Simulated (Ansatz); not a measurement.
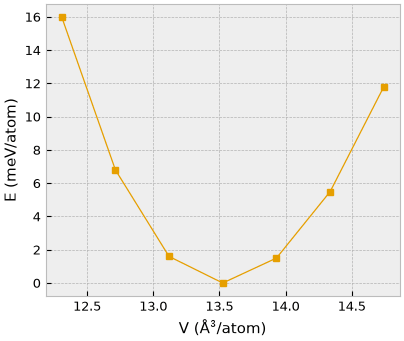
*Li$_{5}$NCl$_{2}$ in space group R-3m (No. 166; Pearson symbol hR8) under volume change, DFT-r²SCAN in the program Ansatz with PAW potentials, shape and atoms relaxed at each volume.*

Task: What does a third-order Birch–Murnaghan fit give for V₀, B₀ and B′?

Result: V₀ = 13.53 Å³/atom, B₀ = 40.0 GPa, B′ = 4.0.

The first step of the workflow began from a Materials Project structure, measured or hypothetical; the Crystallography Open Database copy checked does not list it. Its standing as an ambient phase is unchecked. Symmetry was held in the r²SCAN relaxation; whether a distortion lowers the energy is not shown.

Potentials: the later of the program's two PAW sets.
